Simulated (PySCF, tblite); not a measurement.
# C7H5N3: open-shell or spin-flip excitations

Wanted: open-shell or spin-flip excitations for C7H5N3 (`C#Cc1nnncc1C=C`).

Programs: tblite 0.8.0 and PySCF 2.14.0, with routines of our own; each step states its level. All values are computed. Atoms count from 0.

### Step 1. The starting structure

15 atoms, charge 0, multiplicity 1; geometry from: force field or distance geometry start.

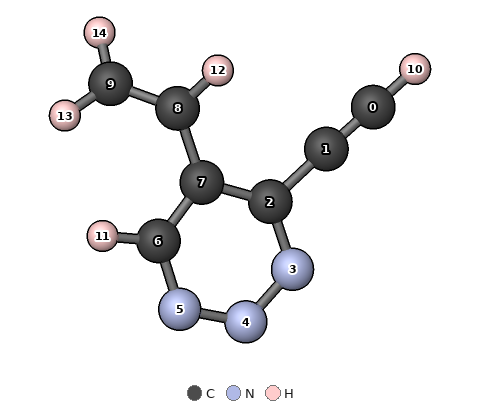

The starting geometry (carbon dark grey, nitrogen light blue, hydrogen pink).

### Step 2. Geometry optimisation with GFN2-xTB, one coordinate held

Job settings and geometry (Å):

```
{"job": {"kind": "relax", "xc": "GFN2-xTB", "basis": "xTB"}, "charge": 0, "multiplicity": 1}
C      0.212900     2.642800    -1.791700
C      0.560000     1.727900    -1.120300
C      1.014600     0.621500    -0.298300
N      2.349400     0.551300    -0.214700
N      2.878100    -0.420300     0.510100
N      2.141900    -1.299100     1.127600
C      0.803600    -1.212300     1.030900
C      0.147800    -0.255700     0.307400
C     -1.318400    -0.168200     0.242200
C     -2.162300    -1.213700     0.275200
H     -0.106900     3.463600    -2.399200
H      0.271700    -1.977000     1.605300
H     -1.746700     0.837500     0.159800
H     -2.000100    -2.013300     0.987800
H     -3.020400    -1.298900    -0.383800
```

The run is started by

```bash
$ OMP_NUM_THREADS=1 python excited_run.py task.json out
```

One launch serves the whole session: the jobs run in the order shown.

Output:

```text
step      E/eV     max force
  0    -710.10420    3.147
  1    -710.13083    5.782
  2    -710.25303    2.412
  3    -710.29746    1.335
  4    -710.30585    1.326
  5    -710.31544    1.312
  6    -710.32597    1.288
  7    -710.33133    1.278
  8    -710.33463    1.270
  9    -710.33738    1.269
 10    -710.34063    1.266
 11    -710.34372    1.266
 12    -710.34614    1.264
 13    -710.34789    1.263
 14    -710.34926    1.262
 15    -710.35049    1.259
 16    -710.35168    1.256
 17    -710.35298    1.251
 18    -710.35448    1.244
 19    -710.35605    1.236
 20    -710.35743    1.230
 21    -710.35866    1.227
 22    -710.36001    1.225
 23    -710.36175    1.225
 24    -710.36390    1.225
 25    -710.36605    1.223
 26    -710.36775    1.221
 27    -710.36897    1.218
 28    -710.37008    1.214
 29    -710.37138    1.209
 30    -710.37284    1.204
 31    -710.37428    1.201
 32    -710.37562    1.201
 33    -710.37693    1.201
 34    -710.37854    1.200
 35    -710.38096    1.195
 36    -710.38443    1.179
 37    -710.38862    1.178
 38    -710.38404    1.174
 39    -710.39435    1.157
 40    -710.39695    1.153
 41    -710.40249    1.128
 42    -710.40565    1.135
 43    -710.40762    1.133
 44    -710.41091    1.123
 45    -710.41217    1.120
 46    -710.41614    1.109
 47    -710.41820    1.102
 48    -710.41943    1.103
 49    -710.41985    1.094
 50    -710.42032    1.097
 51    -710.42076    1.096
 52    -710.42142    1.090
 53    -710.42172    1.085
 54    -710.42219    1.078
 55    -710.42274    1.074
 56    -710.42346    1.073
 57    -710.42396    1.073
 58    -710.42421    1.074
 59    -710.42438    1.074
 60    -710.42459    1.074
 61    -710.42489    1.074
 62    -710.42529    1.075
 63    -710.42571    1.075
 64    -710.42610    1.076
 65    -710.42648    1.076
 66    -710.42687    1.075
 67    -710.42719    1.073
 68    -710.42739    1.072
 69    -710.42751    1.072
 70    -710.42762    1.073
 71    -710.42774    1.073
 72    -710.42784    1.074
 73    -710.42791    1.075
 74    -710.42796    1.076
 75    -710.42799    1.075
 76    -710.42800    1.075
 77    -710.42802    1.075
 78    -710.42804    1.074
 79    -710.42807    1.074
 80    -710.42810    1.073
```

Run time: 1 s. Hardware: 1 thread of Arm Neoverse V2, shared host; peak memory 0.18 GiB.

One coordinate is held by a constraint (a dihedral, as typed in the start), so the force along it need not vanish.

Step by step: (not every step is listed)

| step | energy from step 0 (eV) | largest force (eV/Å) |
| --- | --- | --- |
| 0 | 0.0000 | 3.1468 |
| 1 | -0.0266 | 5.7822 |
| 2 | -0.1488 | 2.4123 |
| 3 | -0.1933 | 1.3347 |
| 4 | -0.2016 | 1.3259 |
| 5 | -0.2112 | 1.3119 |
| 6 | -0.2218 | 1.2876 |
| 7 | -0.2271 | 1.2777 |
| 8 | -0.2304 | 1.2698 |
| 14 | -0.2451 | 1.2615 |
| 20 | -0.2532 | 1.2296 |
| 26 | -0.2636 | 1.2206 |
| 32 | -0.2714 | 1.2014 |
| 38 | -0.2798 | 1.1742 |
| 44 | -0.3067 | 1.1227 |
| 50 | -0.3161 | 1.0972 |
| 56 | -0.3193 | 1.0734 |
| 62 | -0.3211 | 1.0747 |
| 68 | -0.3232 | 1.0716 |
| 74 | -0.3238 | 1.0758 |
| 75 | -0.3238 | 1.0754 |
| 76 | -0.3238 | 1.0748 |
| 77 | -0.3238 | 1.0749 |
| 78 | -0.3238 | 1.0738 |
| 79 | -0.3239 | 1.0738 |
| 80 | -0.3239 | 1.0731 |

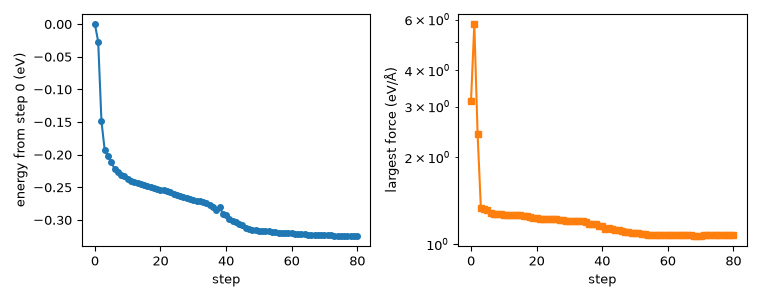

Energy and force, step by step.

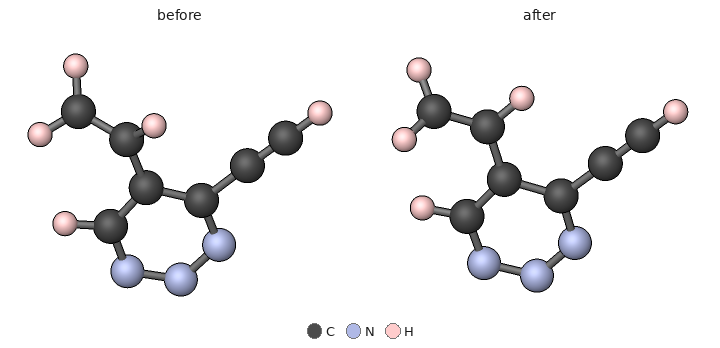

Before and after, at one scale.

Distances of close pairs at the start and the end, largest changes first:

| bond | before (Å) | after (Å) | change (Å) |
| --- | --- | --- | --- |
| C2–C7 | 1.374 | 1.417 | +0.043 |
| N3–N4 | 1.322 | 1.284 | -0.039 |
| C1–C2 | 1.451 | 1.414 | -0.038 |
| C6–C7 | 1.367 | 1.403 | +0.036 |
| C7–C8 | 1.470 | 1.436 | -0.034 |
| N5–C6 | 1.345 | 1.318 | -0.026 |
| C0–H10 | 1.070 | 1.050 | -0.020 |
| C0–C1 | 1.187 | 1.202 | +0.015 |

The next job starts from the end point, and lists it.

### Step 3. Open-shell or spin-flip excitations: collinear spin-flip TDA M06-2X/def2-SVP

Job settings and geometry (Å):

```
{"job": {"kind": "uabs", "xc": "M06-2X", "basis": "def2-SVP", "nstates": 8, "spin_flip": true, "ref_mult": 3}, "charge": 0, "multiplicity": 1}
C      0.173306     2.755565    -1.627682
C      0.575251     1.808560    -1.006990
C      1.036933     0.689955    -0.276286
N      2.352150     0.591935    -0.072230
N      2.840559    -0.368916     0.625188
N      2.106194    -1.329206     1.091595
C      0.802783    -1.333802     0.895068
C      0.145922    -0.289415     0.227397
C     -1.259830    -0.297143    -0.065023
C     -2.165793    -1.128553     0.487764
H     -0.163389     3.586380    -2.173571
H      0.262083    -2.189553     1.275887
H     -1.572783     0.442752    -0.795548
H     -2.179181    -1.350746     1.543676
H     -2.926260    -1.605095    -0.109663
```

Method: collinear spin-flip TDA M06-2X/def2-SVP, vertical, gas phase, core orbitals frozen in the response.

Output:

```text
coarse grid: 63984 points
cycle   1  E = -433.1394448723  dE =  2.458e+00  |g| = 3.356e-01  |ddm| = 3.556e+00
cycle   2  E = -433.1712923736  dE = -3.185e-02  |g| = 2.760e-01  |ddm| = 8.950e-01
cycle   3  E = -433.2035945516  dE = -3.230e-02  |g| = 1.097e-01  |ddm| = 4.400e-01
cycle   4  E = -433.2107844965  dE = -7.190e-03  |g| = 4.630e-02  |ddm| = 1.481e-01
cycle   5  E = -433.2130708846  dE = -2.286e-03  |g| = 1.983e-02  |ddm| = 8.782e-02
cycle   6  E = -433.2142980634  dE = -1.227e-03  |g| = 1.294e-02  |ddm| = 7.530e-02
cycle   7  E = -433.2151012258  dE = -8.032e-04  |g| = 8.143e-03  |ddm| = 6.918e-02
cycle   8  E = -433.2155267629  dE = -4.255e-04  |g| = 4.762e-03  |ddm| = 6.447e-02
cycle   9  E = -433.2156130547  dE = -8.629e-05  |g| = 3.455e-03  |ddm| = 2.596e-02
cycle  10  E = -433.2156488033  dE = -3.575e-05  |g| = 1.380e-03  |ddm| = 1.615e-02
cycle  11  E = -433.2156589339  dE = -1.013e-05  |g| = 7.013e-04  |ddm| = 1.011e-02
cycle  12  E = -433.2156609538  dE = -2.020e-06  |g| = 4.382e-04  |ddm| = 3.742e-03
final grid: 138296 points
cycle  13  E = -433.2151731554  dE = -4.418e-06  |g| = 6.043e-04  |ddm| = 1.060e-02
cycle  14  E = -433.2151733678  dE = -2.123e-07  |g| = 5.618e-04  |ddm| = 1.733e-03
cycle  15  E = -433.2151735353  dE = -1.676e-07  |g| = 1.750e-04  |ddm| = 7.475e-04
cycle  16  E = -433.2151735869  dE = -5.163e-08  |g| = 1.177e-04  |ddm| = 5.199e-04
cycle  17  E = -433.2151736092  dE = -2.228e-08  |g| = 5.815e-05  |ddm| = 2.843e-04
cycle  18  E = -433.2151736248  dE = -1.562e-08  |g| = 4.111e-05  |ddm| = 3.333e-04
cycle  19  E = -433.2151736306  dE = -5.779e-09  |g| = 2.389e-05  |ddm| = 2.299e-04
cycle  20  E = -433.2151736322  dE = -1.551e-09  |g| = 1.011e-05  |ddm| = 1.243e-04
cycle  21  E = -433.2151736325  dE = -3.470e-10  |g| = 5.316e-06  |ddm| = 6.345e-05
converged SCF energy = -433.2151736325

<S^2> of the reference = 2.0293 (exact 2.0000)

Spin-flip excitations, energies against the reference
state   eV       nm        f      <S^2>   main configurations
  1  -2.3357        -   0.00000   0.056   Ha->Lb 0.89
  2  -0.0742    548.2   0.00006   2.082   Ha->L+1b 0.21, H-3a->Lb 0.20, Ha->L+2b 0.16, H-4a->Lb 0.13
  3   1.1213    358.6   0.00159   1.223   H-1a->Lb 0.70, H-1a->L+2b 0.09, H-1a->L+1b 0.08
  4   1.9280    290.8   0.28491   0.549   Ha->L+1b 0.62, H-4a->Lb 0.14
  5   2.0568    282.3   0.13607   0.729   Ha->L+2b 0.63, H-3a->Lb 0.23
  6   2.4052    261.5   0.01267   1.090   H-2a->Lb 0.87
  7   2.6340    249.5   0.05980   0.978   H-3a->Lb 0.26, Ha->L+3b 0.25, H-6a->Lb 0.10, Ha->L+2b 0.10
  8   3.2376    222.5   0.00486   1.935   H-1a->L+2b 0.54, H-1a->L+1b 0.17, H-2a->L+2b 0.10
```

Run time: 59 s. Hardware: 1 thread of Arm Neoverse V2, shared host; peak memory 0.62 GiB.

The ⟨S²⟩ below is that of the reference state, of multiplicity 3.

In short:

| quantity | value |
| --- | --- |
| low spin less high spin | -2.261 eV |
| ⟨S²⟩ | 2.029 |

Löwdin spin populations of the reference state:

C0 0.08; C1 -0.03; C2 0.18; N3 -0.07; N4 0.22; N5 -0.07; C6 0.17; C7 -0.01; C8 0.59; C9 0.89; H10 0.00; H11 0.00; H12 0.03; H13 0.02; H14 0.02

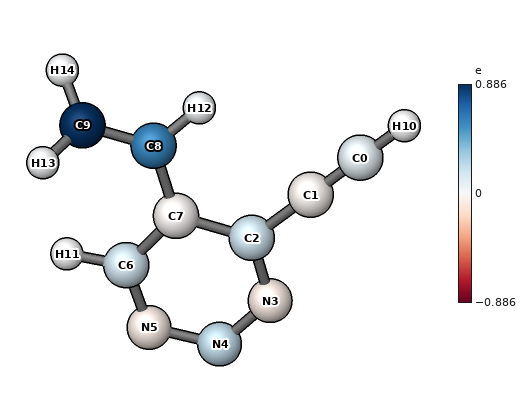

Löwdin spin populations of the reference state, as colours on the atoms.

Orbitals, density, ELF and potential are computed afterwards from the orbital file.

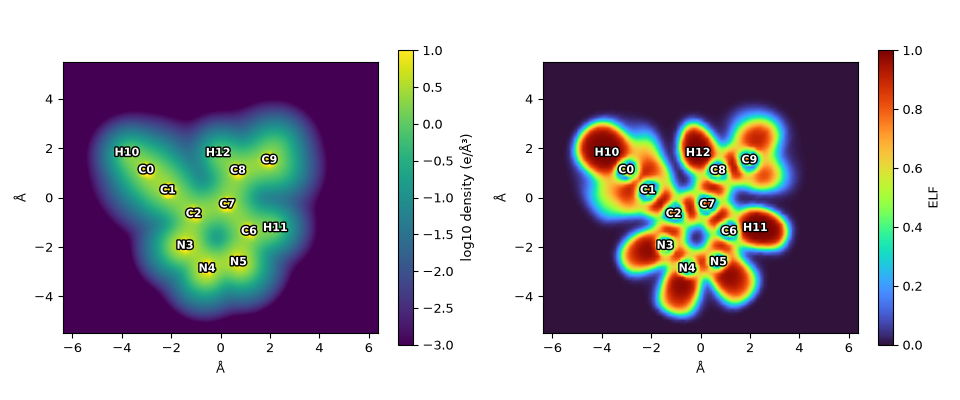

Density (left) and ELF (right) in a plane through or near 13 of the atoms.

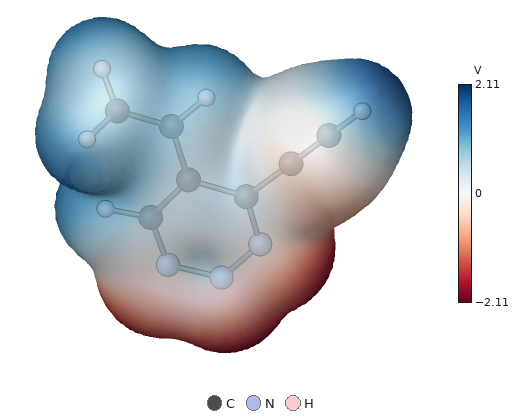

The potential that a unit positive charge feels on the 0.002 e/bohr³ surface, from -2.11 V near N4 to 1.68 V near H10.

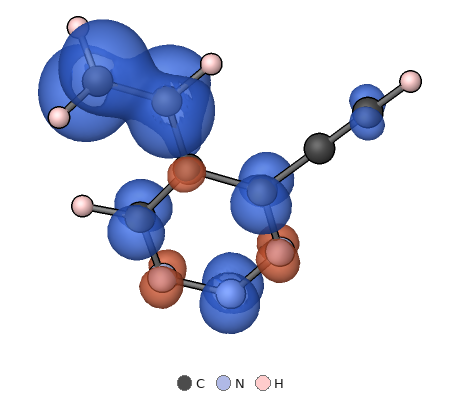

Spin density at ±0.04 e/Å³ (alpha excess blue, beta excess red).

### Step 4. Outcome

```
                                                                  quantity               value
 low spin less high spin (step 3, collinear spin-flip TDA M06-2X/def2-SVP)           -2.261 eV
potential on the surface of density 0.002 e/bohr³, 1st and 99th percentile  -2.11 V and 1.68 V
```

What this shows: The values above hold for this geometry and these levels alone.
